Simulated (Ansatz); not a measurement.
Ligand exchange: how K changes with temperature for InH3 + HI ⇌ InH2I + H2

Species: InH3 `[InH3]`, singlet; HI (hydrogen iodide), singlet; InH2I `[InH2][I]`, singlet; H2 (hydrogen), singlet. The partners trade H for I: In–H and H–I bonds give way to In–I and H–H.

The electronic reaction energy at CCSD(T)/def2-TZVPP is -133.6 kJ/mol. Shapes: PBE0-D4/def2-TZVP. Programs: Ansatz 0.2.0. Enthalpy and entropy come from rigid-rotor, harmonic-oscillator sums on unscaled PBE0-D4/def2-TZVP wavenumbers, ideal gases at 1 bar. Symmetry numbers: InH3 6, HI 1, InH2I 2, H2 2. R = 8.3145 J/(mol K).

```
T (K)  ΔH (kJ/mol)  ΔS (J/(mol K))
  500       -128.5            -4.7
  700       -127.3            -2.6
  900            ?               ?
```

Question: Work out ln K at 500 and 700 K, and from these estimate it at 900 K.

Answer: 
1. 500 K: ΔG = -128.5 − 500 × (-4.7)/1000 = -126.2 kJ/mol; ln K = −ΔG/RT = +30.36.
2. 700 K: ΔG = -127.3 − 700 × (-2.6)/1000 = -125.5 kJ/mol; ln K = −ΔG/RT = +21.56.
3. Slope against 1000/T: (+21.56 − (+30.36))/(1.4286 − 2.0000) = +15.40, that is −ΔH/R with ΔH near -128 kJ/mol.
4. 900 K: ln K = +30.36 + (+15.40) × (1.1111 − 2.0000) = +16.67.

The full sums give ΔH = -126.7 kJ/mol, ΔS = -1.8 J/(mol K), ΔG = -125.1 kJ/mol and ln K = +16.72 at 900 K, so the line is off by -0.05 in ln K; without rounding the miss is -0.04, from the change of ΔH with temperature. The products are favoured over this whole range. An error of 10 kJ/mol in the energy moves ln K by 1.3 at 900 K. Soft modes are treated as harmonic, which can err either way at these temperatures; the lowest are those of InH2I (199 cm⁻¹). For atoms past krypton def2 sets carry core potentials with scalar relativity. Outer-core shells of I, In are correlated, in sets that cover them unevenly.

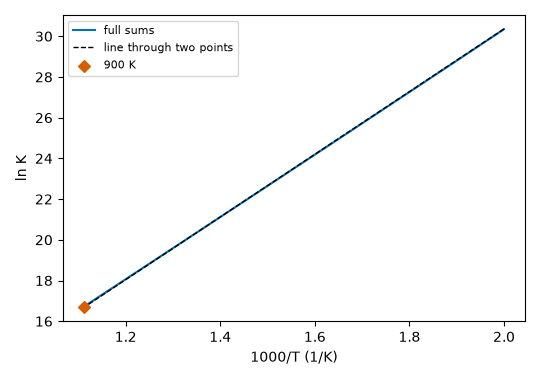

The van 't Hoff plot.
